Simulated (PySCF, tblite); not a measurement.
# C6H11BS: geometry, infrared bands and NMR shifts

Aim: predict the infrared bands and NMR shifts of C6H11BS (`C=C1SB(C)C[C@@H]1C`).

Computed with tblite 0.8.0 and PySCF 2.14.0, with density-fitted response routines of our own, on a single molecule in the gas phase. Atoms count from 0, in the outputs and in this text.

### 1 Starting geometry

19 atoms, charge 0, multiplicity 1; geometry from: force field or distance geometry start.

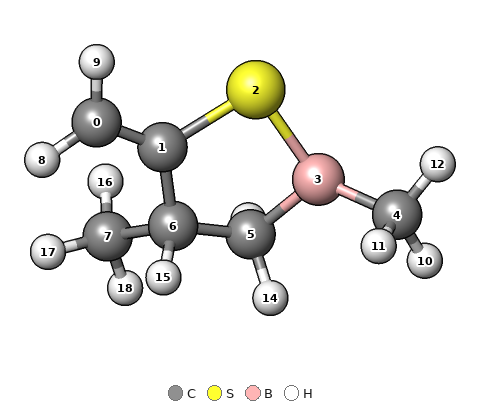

The starting geometry (carbon grey, sulfur yellow, boron pink, hydrogen white), atoms numbered; sticks join atoms by distance.

### 2 Geometry optimisation with GFN2-xTB

Job settings and geometry (Å):

```
{"job": {"kind": "relax", "xc": "GFN2-xTB", "basis": "xTB"}, "charge": 0, "multiplicity": 1}
C     -1.069600     2.420300     0.555900
C     -0.432800     1.340400     0.136200
S      0.933200     1.337500    -1.061200
B      1.472900    -0.430100    -0.661200
C      2.907500    -0.899800    -0.147000
C      0.108900    -1.039300    -0.133000
C     -0.681000    -0.030000     0.584600
C     -2.142900    -0.386300     0.317800
H     -1.879700     2.364200     1.288400
H     -0.782600     3.388000     0.141100
H      2.937700    -2.015300    -0.176100
H      3.032900    -0.583400     0.911700
H      3.680000    -0.418600    -0.762000
H     -0.415300    -1.525600    -0.998900
H      0.371000    -1.830100     0.595900
H     -0.545400    -0.123900     1.709500
H     -2.400200    -0.120200    -0.726900
H     -2.842600     0.053800     1.037700
H     -2.261800    -1.492200     0.410500
```

Launch:

```
> OMP_NUM_THREADS=1 python probes_run.py task.json out
```

The driver reads the jobs from task.json and runs them one after another.

Output:

```text
step      E/eV     max force
  0    -623.03369    3.315
  1    -623.35220    1.534
  2    -623.49893    0.947
  3    -623.61114    0.940
  4    -623.66598    0.608
  5    -623.69971    0.400
  6    -623.71991    0.372
  7    -623.74378    0.405
  8    -623.76165    0.377
  9    -623.77501    0.311
 10    -623.78641    0.324
 11    -623.79735    0.291
 12    -623.81009    0.361
 13    -623.82497    0.348
 14    -623.84117    0.277
 15    -623.85637    0.292
 16    -623.86964    0.252
 17    -623.88260    0.289
 18    -623.89585    0.295
 19    -623.90781    0.277
 20    -623.91710    0.253
 21    -623.92431    0.254
 22    -623.93136    0.221
 23    -623.93928    0.225
 24    -623.94699    0.194
 25    -623.95387    0.184
 26    -623.96114    0.214
 27    -623.97018    0.220
 28    -623.98029    0.251
 29    -623.98963    0.191
 30    -623.99787    0.230
 31    -624.00492    0.252
 32    -624.01306    0.272
 33    -624.02038    0.163
 34    -624.02660    0.136
 35    -624.02967    0.136
 36    -624.03418    0.137
 37    -624.03795    0.112
 38    -624.04154    0.117
 39    -624.04419    0.128
 40    -624.04608    0.172
 41    -624.04816    0.121
 42    -624.05051    0.093
 43    -624.05202    0.099
 44    -624.05314    0.072
 45    -624.05405    0.058
 46    -624.05496    0.066
 47    -624.05588    0.066
 48    -624.05661    0.071
 49    -624.05707    0.051
 50    -624.05740    0.041
 51    -624.05776    0.038
 52    -624.05810    0.041
 53    -624.05833    0.033
 54    -624.05845    0.033
 55    -624.05856    0.030
 56    -624.05873    0.044
 57    -624.05897    0.058
 58    -624.05925    0.056
 59    -624.05949    0.044
 60    -624.05969    0.035
 61    -624.05989    0.043
 62    -624.06009    0.041
 63    -624.06024    0.032
 64    -624.06034    0.020
 65    -624.06040    0.022
 66    -624.06047    0.024
 67    -624.06055    0.023
 68    -624.06062    0.020
 69    -624.06069    0.023
 70    -624.06078    0.025
 71    -624.06087    0.024
 72    -624.06097    0.022
 73    -624.06106    0.023
 74    -624.06116    0.022
 75    -624.06127    0.022
 76    -624.06138    0.023
 77    -624.06147    0.022
 78    -624.06153    0.021
 79    -624.06157    0.018
 80    -624.06161    0.016
 81    -624.06166    0.017
 82    -624.06169    0.014
 83    -624.06172    0.014
 84    -624.06175    0.014
 85    -624.06179    0.016
 86    -624.06184    0.020
 87    -624.06188    0.018
 88    -624.06192    0.013
 89    -624.06194    0.010
 90    -624.06196    0.010
```

It took 0.96 s on 1 thread of Intel Xeon, shared host; peak memory 0.18 GiB.

Step by step: (not every step is listed)

```tsv
step	energy from step 0 (eV)	largest force (eV/Å)
0	0.0000	3.3153
1	-0.3185	1.5338
2	-0.4652	0.9470
3	-0.5774	0.9396
4	-0.6323	0.6075
5	-0.6660	0.4001
6	-0.6862	0.3724
7	-0.7101	0.4047
8	-0.7280	0.3773
15	-0.8227	0.2919
22	-0.8977	0.2207
29	-0.9559	0.1914
36	-1.0005	0.1366
43	-1.0183	0.0987
50	-1.0237	0.0406
57	-1.0253	0.0582
64	-1.0267	0.0205
71	-1.0272	0.0240
78	-1.0278	0.0206
85	-1.0281	0.0157
86	-1.0281	0.0205
87	-1.0282	0.0181
88	-1.0282	0.0132
89	-1.0283	0.0105
90	-1.0283	0.0099
```

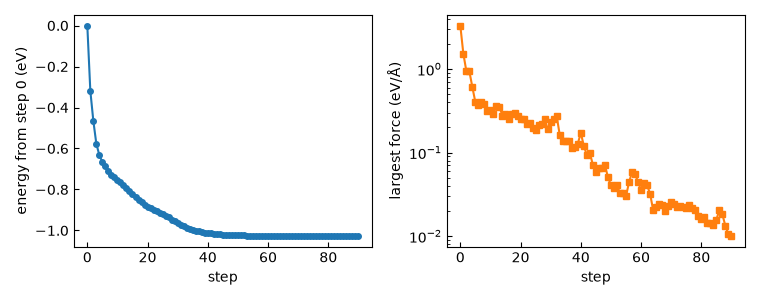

Energy and largest force along the relaxation.

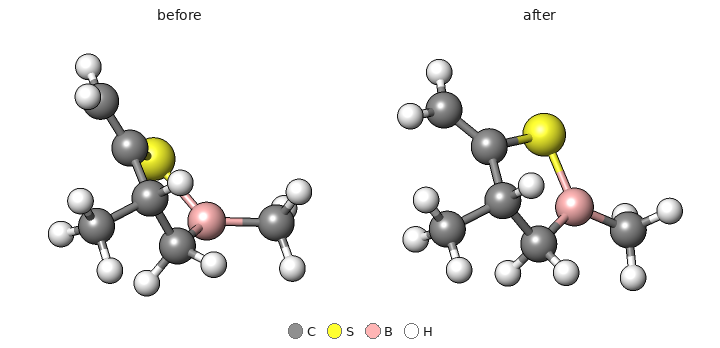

The geometry before (left) and after (right).

Distances of close pairs at the start and the end, largest changes first:

```tsv
bond	before (Å)	after (Å)	change (Å)
S2–B3	1.891	1.776	-0.115
C5–C6	1.469	1.538	+0.069
C1–C6	1.463	1.507	+0.044
C6–H15	1.137	1.099	-0.038
C1–S2	1.817	1.786	-0.030
C4–H10	1.116	1.088	-0.029
C7–H18	1.116	1.088	-0.028
C5–H13	1.123	1.096	-0.027
```

The next job starts from the end point, and lists it.

### 3 Infrared spectrum with GFN2-xTB

Job settings and geometry (Å):

```
{"job": {"kind": "ir", "xc": "GFN2-xTB", "basis": "xTB"}, "charge": 0, "multiplicity": 1}
C     -1.197647     2.395886     0.278707
C     -0.412734     1.335852     0.369435
S      1.342193     1.478304     0.067656
B      1.582424    -0.274947    -0.078210
C      2.980438    -0.939357    -0.362738
C      0.200338    -1.031897     0.082340
C     -0.807557    -0.071599     0.735855
C     -2.249895    -0.399020     0.359847
H     -2.256838     2.337788     0.456696
H     -0.800640     3.362640     0.025835
H      2.899068    -1.974852    -0.685164
H      3.592327    -0.933110     0.539574
H      3.549358    -0.396332    -1.115246
H     -0.165451    -1.297490    -0.916056
H      0.259653    -1.968949     0.638726
H     -0.702113    -0.156440     1.826690
H     -2.420254    -0.201012    -0.696667
H     -2.951178     0.194155     0.941533
H     -2.451296    -1.450370     0.554053
```

Output:

```text
mode    cm-1     km/mol
  1     -11.3      1.08
  2      58.4      1.09
  3      95.3      0.13
  4     208.0      0.22
  5     224.2      0.01
  6     294.8      0.20
  7     311.2      1.68
  8     338.5      1.02
  9     373.7      0.39
 10     402.2      1.12
 11     460.1      0.83
 12     563.9      3.82
 13     628.0      3.64
 14     661.5      7.01
 15     684.3      4.65
 16     741.8      5.53
 17     830.5      8.28
 18     848.1     39.16
 19     865.4      9.16
 20     874.3     63.44
 21     959.8      5.60
 22    1011.1     18.47
 23    1038.4     56.91
 24    1069.3    127.88
 25    1112.1     16.58
 26    1140.1      1.98
 27    1149.9     74.73
 28    1172.5     46.19
 29    1249.1     33.55
 30    1283.6      1.40
 31    1311.3      4.47
 32    1391.6      7.79
 33    1393.2     25.18
 34    1411.7      1.61
 35    1468.7      6.31
 36    1484.3      2.04
 37    1488.6      1.88
 38    1496.4      1.26
 39    1508.2      2.63
 40    1691.9     39.65
 41    2884.8     29.96
 42    2931.0     28.66
 43    2983.9     30.65
 44    3000.1     18.49
 45    3025.7     22.06
 46    3028.4     36.99
 47    3030.5     30.96
 48    3035.9     23.66
 49    3039.6     25.44
 50    3115.7      9.05
 51    3143.5     25.27
```

Run time: 0.76 s. Hardware: 1 thread of Intel Xeon, shared host; peak memory 0.18 GiB.

The strongest bands and the atoms that carry them (share of the mass-weighted mode):

```tsv
cm⁻¹	km/mol	atoms
848	39.2	H12 22 %, C4 10 %
874	63.4	H9 30 %, H8 17 %, C0 13 %
1038	56.9	B3 20 %
1069	127.9	B3 34 %
1150	74.7	C1 21 %, B3 15 %, H15 14 %, C6 11 %
1172	46.2	C6 28 %, H13 17 %, B3 12 %, C5 10 %
1692	39.6	C1 53 %, C0 41 %
3028	37.0	H16 74 %, H18 16 %
```

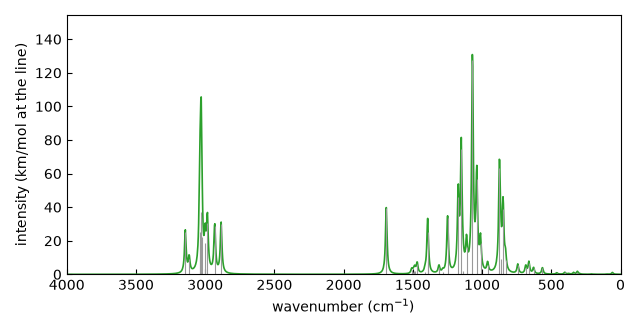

The infrared spectrum from these modes, unscaled. Lines are broadened to a width of 14 cm⁻¹ (Lorentzian).

### 4 Shielding tensors: PBE0/pcSseg-1

The job, as its differences from that of step 3:

```diff
@@ -1,2 +1,2 @@
-{"job": {"kind": "ir", "xc": "GFN2-xTB", "basis": "xTB"}, "charge": 0, "multiplicity": 1}
+{"job": {"kind": "nmr", "xc": "PBE0", "basis": "pcSseg-1"}, "charge": 0, "multiplicity": 1}
 C     -1.197647     2.395886     0.278707
```

Level: GIAO PBE0/pcSseg-1 NMR shielding, non-relativistic, gas phase.

Output:

```text
coarse grid: 16048 points
cycle   1  E = -657.7087405080  dE =  9.636e-01  |g| = 4.819e-01  |ddm| = 3.976e+00
cycle   2  E = -657.7038081729  dE =  4.932e-03  |g| = 5.130e-01  |ddm| = 8.575e-01
cycle   3  E = -657.7704138695  dE = -6.661e-02  |g| = 6.786e-02  |ddm| = 4.458e-01
cycle   4  E = -657.7714519698  dE = -1.038e-03  |g| = 3.345e-02  |ddm| = 1.098e-01
cycle   5  E = -657.7717058432  dE = -2.539e-04  |g| = 1.051e-02  |ddm| = 3.899e-02
cycle   6  E = -657.7717346565  dE = -2.881e-05  |g| = 2.387e-03  |ddm| = 1.542e-02
cycle   7  E = -657.7717358825  dE = -1.226e-06  |g| = 5.554e-04  |ddm| = 2.893e-03
final grid: 149296 points
cycle   8  E = -657.8205564704  dE = -4.892e-05  |g| = 9.937e-03  |ddm| = 4.223e-02
cycle   9  E = -657.8205412958  dE =  1.517e-05  |g| = 1.241e-02  |ddm| = 2.223e-02
cycle  10  E = -657.8205816566  dE = -4.036e-05  |g| = 1.198e-03  |ddm| = 1.420e-02
cycle  11  E = -657.8205820066  dE = -3.500e-07  |g| = 3.446e-04  |ddm| = 1.619e-03
cycle  12  E = -657.8205820325  dE = -2.585e-08  |g| = 1.269e-04  |ddm| = 4.430e-04
cycle  13  E = -657.8205820368  dE = -4.319e-09  |g| = 2.664e-05  |ddm| = 1.583e-04
cycle  14  E = -657.8205820370  dE = -1.587e-10  |g| = 6.834e-06  |ddm| = 3.249e-05
converged SCF energy = -657.8205820370

GIAO shielding tensors (ppm)
atom      isotropic    diamagn.    paramagn.     s11        s22        s33       span
  0 C       72.348     251.467    -179.119    -33.928     87.958    163.013    196.942
  1 C       16.020     266.935    -250.915    -84.196     38.345     93.911    178.107
  2 S      323.708    1059.391    -735.682    183.700    351.525    435.900    252.200
  3 B       23.537     189.909    -166.372    -23.830    -10.066    104.505    128.335
  4 C      181.782     250.376     -68.594    163.724    187.289    194.333     30.609
  5 C      142.913     253.041    -110.128    116.752    142.348    169.638     52.886
  6 C      142.244     247.046    -104.802    121.297    144.245    161.189     39.893
  7 C      165.074     247.427     -82.353    152.637    158.031    184.553     31.915
  8 H       26.250      31.967      -5.716     23.242     24.186     31.324      8.082
  9 H       26.154      30.953      -4.799     23.303     23.856     31.305      8.002
 10 H       30.685      29.594       1.091     26.232     29.702     36.119      9.887
 11 H       30.897      27.753       3.144     26.905     28.346     37.438     10.533
 12 H       30.594      28.345       2.250     25.867     29.249     36.668     10.802
 13 H       30.309      32.839      -2.530     26.070     30.393     34.464      8.394
 14 H       29.766      32.557      -2.791     25.310     29.247     34.742      9.432
 15 H       28.958      32.248      -3.290     26.282     26.922     33.669      7.387
 16 H       30.795      31.398      -0.603     27.864     28.748     35.774      7.910
 17 H       30.139      30.626      -0.488     25.427     28.044     36.945     11.519
 18 H       30.338      30.011       0.327     25.233     28.928     36.855     11.622
```

Run time: 39 s. Hardware: 1 thread of Intel Xeon, shared host; peak memory 0.88 GiB.

The references, computed at this level on geometries of the same kind, shield at (ppm): 1H TMS 31.72, 13C TMS 186.9, 11B BF3·OEt2 100.1, 33S CS2 504. Their shielding less the atom's gives the shift. The references are single molecules in the gas phase. Atoms listed in one row are averaged.

```tsv
atoms	environment	σ (ppm)	δ (ppm)	δ scaled to CDCl3
C1	fully substituted alkene carbon	16.0	170.9	160.5
C0	terminal =CH2 carbon	72.3	114.6	109.9
C6	allylic sp3 CH	142.2	44.7	41.7
C5	sp3 CH2 bonded to B	142.9	44.0	41.0
C7	methyl carbon	165.1	21.9	19.4
C4	methyl carbon bonded to B	181.8	5.1	3.1
H9	hydrogen on a terminal =CH2 carbon	26.15	5.56	5.35
H8	hydrogen on a terminal =CH2 carbon	26.25	5.47	5.26
H15	hydrogen on an allylic sp3 CH	28.96	2.76	2.71
H14	hydrogen on an sp3 CH2 bonded to B	29.77	1.95	1.94
H13	hydrogen on an sp3 CH2 bonded to B	30.31	1.41	1.43
H16, H17, H18	hydrogen on a methyl carbon	30.42	1.29	1.32
H10, H11, H12	hydrogen on a methyl carbon bonded to B	30.73	0.99	1.04
S2	sulfur bonded to C, B, in a 5-membered ring	324	180	–
B3	boron bonded to 2 C, S, in a 5-membered ring	23.5	76.5	–
```

The scaled column applies a straight-line fit of computed shieldings to shifts measured in CDCl3, with any fitted terms for Cl, Br or S neighbours (root-mean-square error 0.16 ppm for H, 1.9 ppm for C).

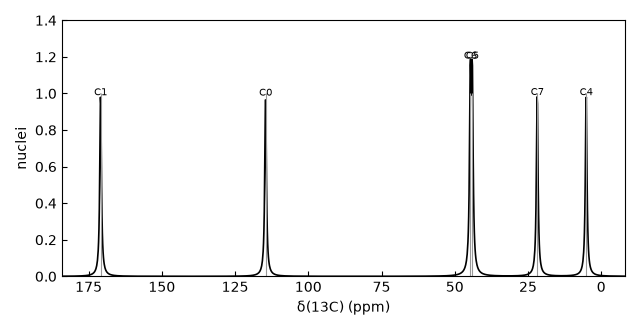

13C lines at the computed shifts, without couplings. Lines are broadened to a width of 0.66 ppm (Lorentzian).

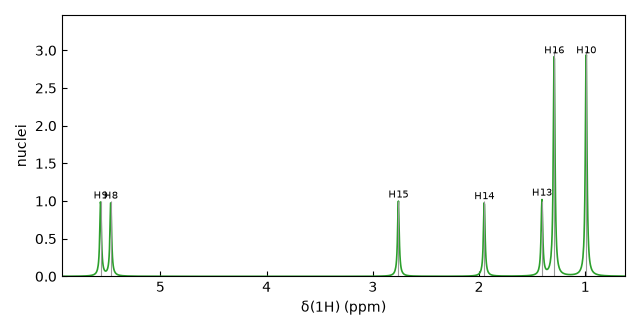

1H lines at the computed shifts, without couplings. Lines are broadened to a width of 0.02 ppm (Lorentzian).

The run also stored atomic charges by several schemes (e):

```tsv
atoms	Mulliken	IAO	Hirshfeld	ESP fit
C0	-0.05	-0.35	-0.13	-0.48
C1	-0.42	-0.08	0.00	-0.07
S2	-0.05	0.14	0.00	-0.21
B3	0.44	0.12	0.14	0.45
C4	-0.50	-0.57	-0.20	-0.56
C5	-0.40	-0.40	-0.14	-0.57
C6	-0.23	-0.10	-0.02	0.47
C7	-0.20	-0.41	-0.12	-0.53
```

Hirshfeld charges:

C0 -0.13; C1 0.00; S2 0.00; B3 0.14; C4 -0.20; C5 -0.14; C6 -0.02; C7 -0.12; H8 0.05; H9 0.04; H10 0.04; H11 0.05; H12 0.04; H13 0.04; H14 0.04; H15 0.04; H16 0.04; H17 0.04; H18 0.04

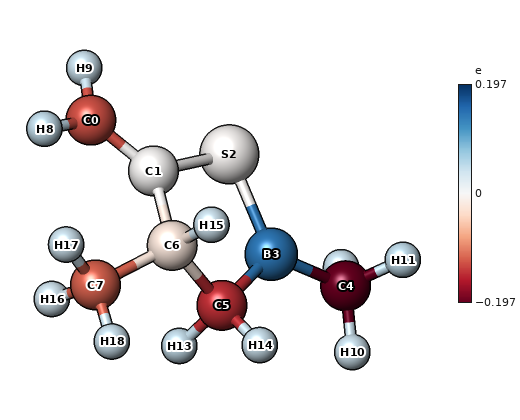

Hirshfeld charges, as colours on the atoms.

Mayer bond orders: C0–C1 1.97, C1–S2 1.07, S2–B3 1.19, B3–C4 1.08, B3–C5 0.98, C5–C6 1.01, C6–C7 1.06, C6–C1 0.92.

Ring of atoms C1, S2, B3, C5, C6: NICS(0) -1.3, NICS(1) -3.4, NICS(1)zz -0.5 ppm (means of both faces).

### 5 Outcome

| quantity | value |
| --- | --- |
| strongest single infrared mode (GFN2-xTB) | 1069 cm⁻¹, 128 km/mol |
| zero-point energy (GFN2-xTB) | 97.9 kcal/mol |
| 13C shifts against TMS (PBE0/pcSseg-1) | 170.9, 114.6, 44.7, 44.0, 21.9, 5.1 ppm |
| 1H shifts against TMS (PBE0/pcSseg-1, means over atoms taken as alike) | 5.56, 5.47, 2.76, 1.95, 1.41, 1.29, 0.99 ppm |
| 33S shifts against CS2 (PBE0/pcSseg-1) | 180 ppm |
| 11B shifts against BF3·OEt2 (PBE0/pcSseg-1) | 76.5 ppm |

**Reading.** The optimisation took 90 steps and gained 1.028 eV; among the close pairs (by a distance rule), S2–B3 changed most, from 1.891 to 1.776 Å. The lowest mode is slightly imaginary (11i cm⁻¹), a soft motion within the noise of the Hessian, so the minimum is not strictly shown. The strongest single mode, at 1069 cm⁻¹, is spread over many atoms; the largest shares are those of B3. Unscaled tight-binding wavenumbers are off by several per cent, some by more. Its intensities can rank the bands wrongly. At PBE0/pcSseg-1: The widest tensor belongs to S2: span 252 ppm, with a paramagnetic part of -736 ppm.
